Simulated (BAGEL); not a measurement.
# [BF4]− (tetrafluoroborate) at RI-MP2/aug-cc-pVDZ (density fitting with qzvpp-jkfit)

What is the energy change on altering one bond length of [BF4]− (tetrafluoroborate) at RI-MP2/aug-cc-pVDZ (density fitting with qzvpp-jkfit)? 

Program for the calculation: BAGEL 1.2.2.

2 further runs of the same task are left out: 2 that didn't finish. Runs told in other sessions of the task aren't counted.

### Step 1. Starting point

[BF4]−: 5 atoms, total charge -1, spin state singlet. As SMILES, `F[B-](F)(F)F`. The shape is that of a PBE0-D4/def2-TZVPD optimisation.

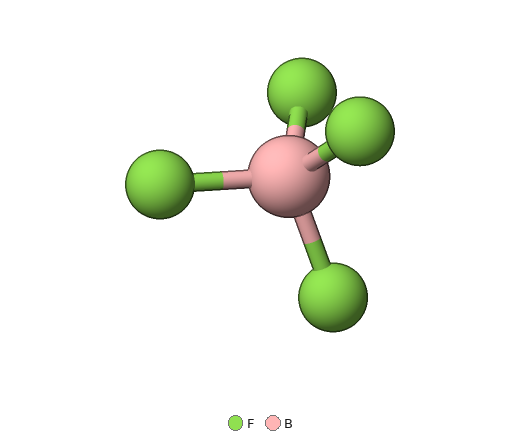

Viewed from a chosen angle; fluorine green, boron pink.

### Step 2. The energy at RI-MP2/aug-cc-pVDZ (density fitting with qzvpp-jkfit)

File calc.json:

```json
{ "bagel": [

{
  "title": "molecule",
  "basis": "aug-cc-pvdz.json",
  "df_basis": "qzvpp-jkfit",
  "angstrom": true,
  "geometry": [
    { "atom": "F", "xyz": [   -0.057100,   -0.040200,    1.404000 ] },
    { "atom": "B", "xyz": [    0.000000,    0.000000,    0.000100 ] },
    { "atom": "F", "xyz": [    0.948900,   -0.931000,   -0.457200 ] },
    { "atom": "F", "xyz": [   -1.262500,   -0.319100,   -0.529700 ] },
    { "atom": "F", "xyz": [    0.370700,    1.290300,   -0.417200 ] }
  ]
},
{
  "title": "hf",
  "charge": -1
},
{
  "title": "mp2",
  "charge": -1,
  "ncore": 5
}

]}
```

The basis set aug-cc-pVDZ is read from a file made from the Basis Set Exchange's data (not shown).

Command:

```sh
$ BAGEL_NUM_THREADS=1 BAGEL calc.json > calc.out
```

The program printed:

```text
* using 1 threads per process

  ===============================================================
  ===============================================================

  *** Geometry ***

  { "atom" : "F", "xyz" : [     -0.107903,     -0.075967,      2.653175 ] },
  { "atom" : "B", "xyz" : [      0.000000,      0.000000,      0.000189 ] },
  { "atom" : "F", "xyz" : [      1.793161,     -1.759335,     -0.863983 ] },
  { "atom" : "F", "xyz" : [     -2.385779,     -0.603012,     -1.000988 ] },
  { "atom" : "F", "xyz" : [      0.700521,      2.438314,     -0.788394 ] },

  Number of auxiliary basis functions:      383

  Since a DF basis is specified, we compute 2- and 3-index integrals:
    o Being stored without compression. Storage requirement is 0.041 GB

  Number of basis functions:      115
  Number of electrons      :       41

    * METHOD: MOLECULE                             0.13

  *** RHF ***

  === Nuclear Repulsion ===
   179.7866690649

      * DIIS with orbital gradients will be used.

  === RHF iteration (aug-cc-pvdz.json) ===
      0       -422.28811625          0.01917166           0.05
      1       -422.62509740          0.01305572           0.05
      2       -422.78155581          0.00108707           0.05
      3       -422.78246455          0.00027398           0.05
      4       -422.78250862          0.00002711           0.05
      5       -422.78250933          0.00000477           0.05
      6       -422.78250935          0.00000079           0.05
      7       -422.78250935          0.00000017           0.05
      8       -422.78250935          0.00000007           0.05
      9       -422.78250935          0.00000002           0.05
     10       -422.78250935          0.00000000           0.05
    * SCF iteration converged.

    * Permanent dipole moment:
           (   -0.000023,     0.000047,    -0.000551) a.u.

    * METHOD: HF                                   0.69

  *** RHF ***

  === Nuclear Repulsion ===
   179.7866690649

      * DIIS with orbital gradients will be used.

  === RHF iteration (aug-cc-pvdz.json) ===
      0       -422.78250935          0.00000000           0.05
    * SCF iteration converged.

    * Permanent dipole moment:
           (   -0.000023,     0.000047,    -0.000551) a.u.

  === DF-MP2 calculation ===

    * freezing 5 orbitals
    * 3-index integral transformation done
    * assembly done

      MP2 correlation energy:   -0.9164759300      0.05

      MP2 total energy:       -423.6989852820

    * METHOD: MP2                                  0.17

  ===============================================================
```

Wall time 1.1 s (1 thread of Intel Xeon 6975P-C (Granite Rapids), shared host); peak memory 0.12 GiB.

### Step 3. The distorted shape

File input.json:

```json
{ "bagel" : [

{
  "title" : "molecule",
  "basis" : "aug-cc-pvdz.json",
  "df_basis" : "qzvpp-jkfit",
  "angstrom" : true,
  "geometry" : [
    { "atom" : "F", "xyz" : [      -0.085652,      -0.060301,       2.105996 ] },
    { "atom" : "B", "xyz" : [       0.000000,       0.000000,       0.000100 ] },
    { "atom" : "F", "xyz" : [       0.948900,      -0.931000,      -0.457200 ] },
    { "atom" : "F", "xyz" : [      -1.262500,      -0.319100,      -0.529700 ] },
    { "atom" : "F", "xyz" : [       0.370700,       1.290300,      -0.417200 ] }
  ]
},

{ "title" : "hf", "charge" : -1 },

{ "title" : "mp2", "charge" : -1, "ncore" : 5 }

]}
```

The basis set aug-cc-pVDZ is read from a file made from the Basis Set Exchange's data (not shown).

Command:

```sh
$ BAGEL_NUM_THREADS=1 BAGEL input.json > input.out
```

The program printed:

```text
* using 1 threads per process

  ===============================================================
  ===============================================================

  *** Geometry ***

  { "atom" : "F", "xyz" : [     -0.161859,     -0.113952,      3.979756 ] },
  { "atom" : "B", "xyz" : [      0.000000,      0.000000,      0.000189 ] },
  { "atom" : "F", "xyz" : [      1.793161,     -1.759335,     -0.863983 ] },
  { "atom" : "F", "xyz" : [     -2.385779,     -0.603012,     -1.000988 ] },
  { "atom" : "F", "xyz" : [      0.700521,      2.438314,     -0.788394 ] },

  Number of auxiliary basis functions:      383

  Since a DF basis is specified, we compute 2- and 3-index integrals:
    o Being stored without compression. Storage requirement is 0.041 GB

  Number of basis functions:      115
  Number of electrons      :       41

    * METHOD: MOLECULE                             0.14

  *** RHF ***

  === Nuclear Repulsion ===
   162.4951898607

      * DIIS with orbital gradients will be used.

  === RHF iteration (aug-cc-pvdz.json) ===
      0       -422.15285375          0.02025259           0.06
      1       -422.44617104          0.01676065           0.06
      2       -422.69182765          0.00171133           0.06
      3       -422.69375755          0.00072247           0.06
      4       -422.69431781          0.00016243           0.07
      5       -422.69434328          0.00001998           0.05
      6       -422.69434388          0.00000678           0.07
      7       -422.69434399          0.00000254           0.06
      8       -422.69434401          0.00000072           0.06
      9       -422.69434401          0.00000023           0.06
     10       -422.69434401          0.00000006           0.05
     11       -422.69434401          0.00000002           0.07
     12       -422.69434401          0.00000001           0.06
    * SCF iteration converged.

    * Permanent dipole moment:
           (   -0.058698,    -0.041256,     1.442030) a.u.

    * METHOD: HF                                   0.91

  *** RHF ***

  === Nuclear Repulsion ===
   162.4951898607

      * DIIS with orbital gradients will be used.

  === RHF iteration (aug-cc-pvdz.json) ===
      0       -422.69434401          0.00000000           0.07
    * SCF iteration converged.

    * Permanent dipole moment:
           (   -0.058698,    -0.041256,     1.442029) a.u.

  === DF-MP2 calculation ===

    * freezing 5 orbitals
    * 3-index integral transformation done
    * assembly done

      MP2 correlation energy:   -0.9341381226      0.07

      MP2 total energy:       -423.6284821293

    * METHOD: MP2                                  0.20

  ===============================================================
```

It took 1.4 s on 1 thread of Intel Xeon 6975P-C (Granite Rapids), shared host; peak memory 0.12 GiB.

### Step 4. What came out

At RI-MP2/aug-cc-pVDZ (density fitting with qzvpp-jkfit), 5 core orbitals frozen:

| quantity | value |
| --- | --- |
| first shape: total energy | -423.69899 Eh |
| first shape: correlation energy (5 core orbitals frozen) | -916.5 mEh |
| distorted shape: total energy | -423.62848 Eh |
| distorted shape: correlation energy (5 core orbitals frozen) | -934.1 mEh |
| energy change with the F1–B2 bond stretched from 1.406 to 2.108 Å | 1.918 eV |

In words: With the F1–B2 bond stretched from 1.406 to 2.108 Å the energy rises by 1.92 eV (185 kJ/mol). The first shape isn't relaxed at this level, so the change isn't measured from a minimum.
